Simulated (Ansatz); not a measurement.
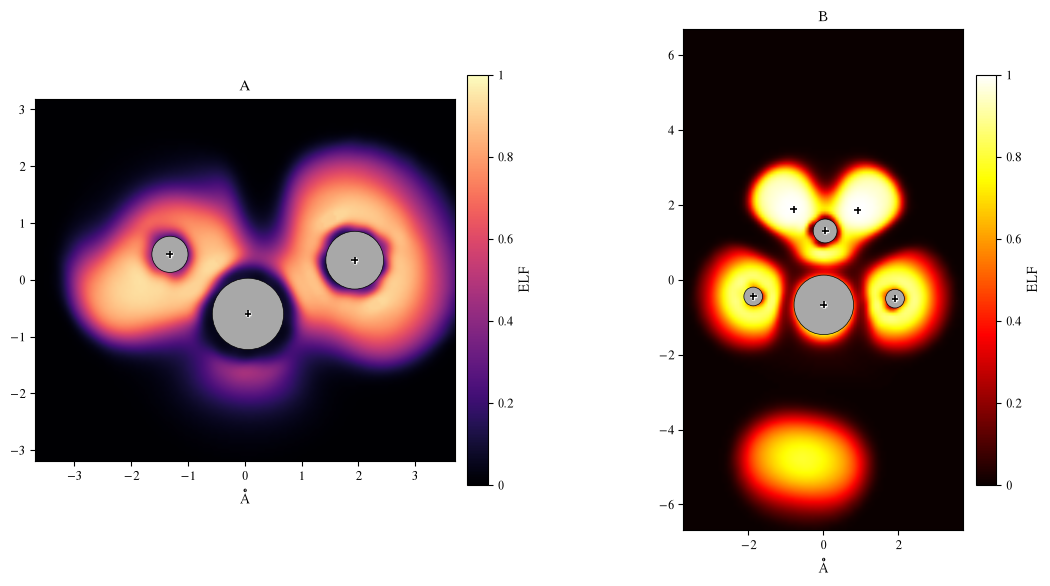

The electron localisation function of 2 systems, each on a plane through atoms (crosses mark nuclei in the plane; grey discs cover the cores).

These are results of Ansatz 0.2.0, RKS PBE/def2-SVP, not measurements.

System 1: F$_{3}$H$_{3}$NOTa···HBr, the plane of atoms F4, Ta1 and N6. Core potentials replace the inner electrons of Ta.

```xyz
11

Ta   -0.2288    0.1046    0.2370
O     1.6404   -0.2019    0.5745
H     2.4098    0.3865    0.6743
F    -0.6302    0.6212    2.0287
F    -0.1007   -0.0971   -1.6540
N    -0.7642    1.9540   -0.1955
H    -1.1204    2.6160    0.5012
H    -0.8840    2.2959   -1.1544
F    -1.4448   -1.3414    0.3463
Br    2.3801   -3.4751    0.8736
H     2.2007   -2.0386    0.7630
```

System 2: ClH$_{4}$NSi, the plane of atoms Cl2, Si1 and N3. 

```xyz
7

Si    0.0502    0.0001   -0.0289
Cl    0.0221   -0.0014    2.0758
N     1.6159    0.0002   -0.7642
H     2.1976   -0.8390   -0.6892
H     2.1983    0.8388   -0.6876
H    -0.6553    1.2491   -0.4589
H    -0.6559   -1.2479   -0.4607
```

> Match each panel to its system.

Panel A is system 2, ClH$_{4}$NSi: the plane holds Si, Cl and N. Si–N (1.73 Å): the ELF peaks at about 0.90 between the atoms: a shared but strongly polarised pair. Panel B is system 1, F$_{3}$H$_{3}$NOTa···HBr: the plane holds Ta, F, N and H. Ta–F (1.91 Å): the ELF peaks at about 0.85 in the valence shell of F, 0.5 Å from its nucleus, and drops to about 0.20 between the two atoms.
